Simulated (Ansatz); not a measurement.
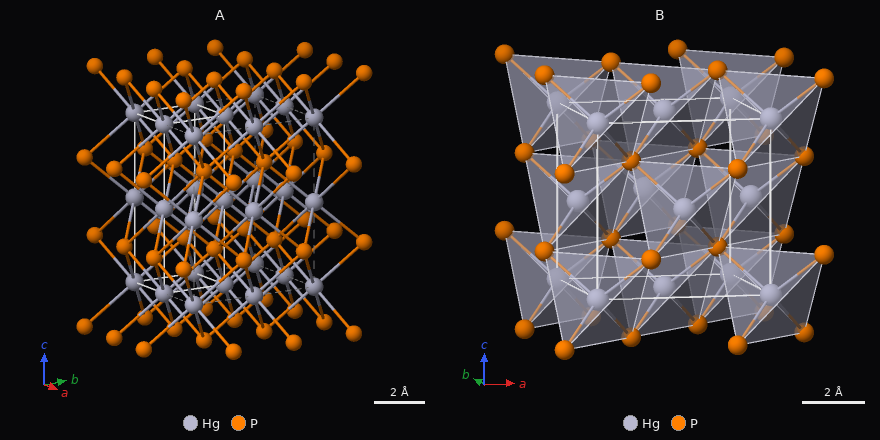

Two structures of HgP, each relaxed to rest (conventional cells in solid outline, small ones repeated, not to one scale). Method: DFT PBEsol, scalar-relativistic, plane waves, PAW in Ansatz, without spin polarisation.

**Describe A and B.**

A: nickel arsenide (NiAs) type, P6_3/mmc. B: zinc blende (sphalerite type), F-43m.

**Which structure wins energetically, and by what margin?**

B is lower, by 97 meV/atom at this level of theory (energies at zero smearing). Volumes: A 20.1, B 24.1 Å³/atom.

One or both may be structure types tried for this composition rather than known phases.
